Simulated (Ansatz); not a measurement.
AlFH2···H2

The calculation's input:

```
crystal:
  periodic: [false, false, false]
  atoms:
    - { symbol: Al, position_ang: [-0.002743, 0.241203, -0.001531] }
    - { symbol: F, position_ang: [0.000163, 0.336811, 1.673188] }
    - { symbol: H, position_ang: [1.399994, 0.253952, -0.730371] }
    - { symbol: H, position_ang: [-1.409471, 0.197275, -0.721929] }
    - { symbol: H, position_ang: [0.083828, -2.339478, 0.977239] }
    - { symbol: H, position_ang: [0.064128, -1.773264, 1.404604] }
basis:
  gaussian: { orbitals: "6-31G*" }
hamiltonian:
  xc: b3lyp
  dispersion: d4
relax:
  f_tol: 0.03
  max_steps: 50
output:
  orbitals: {}
```

Run with:

```sh
ansatz run input.yaml --threads 1 --pin off --max-ram 2048MiB --backend cpu --events-out ev --progress --plain --runs-dir out
```

The fields are those of the relaxed geometry.

The calculation used RKS B3LYP-D4/6-31G* in Ansatz.

> What will maps of the electron density and electron localisation function show?

Al–F (1.66 Å): the density is about 0.81 e/Å³ at the midpoint; the ELF peaks at about 0.90 in the valence shell of F, 0.6 Å from its nucleus, and is about 0.20 at the midpoint.
Al–H (1.58 Å): ρ is about 0.55 e/Å³ halfway; the ELF climbs to about 1 towards the hydrogen.

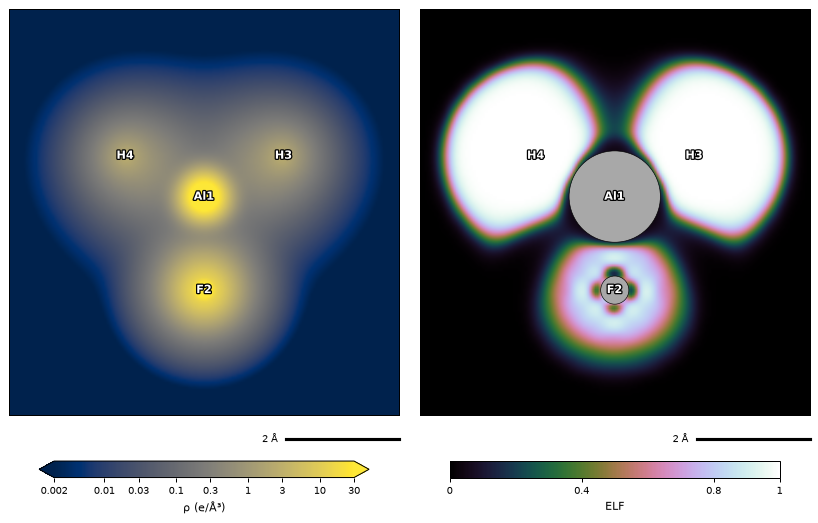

Computed electron density and electron localisation function on the plane of atoms F2, Al1 and H3, in this order. Grey discs cover the atomic cores in the ELF map. 
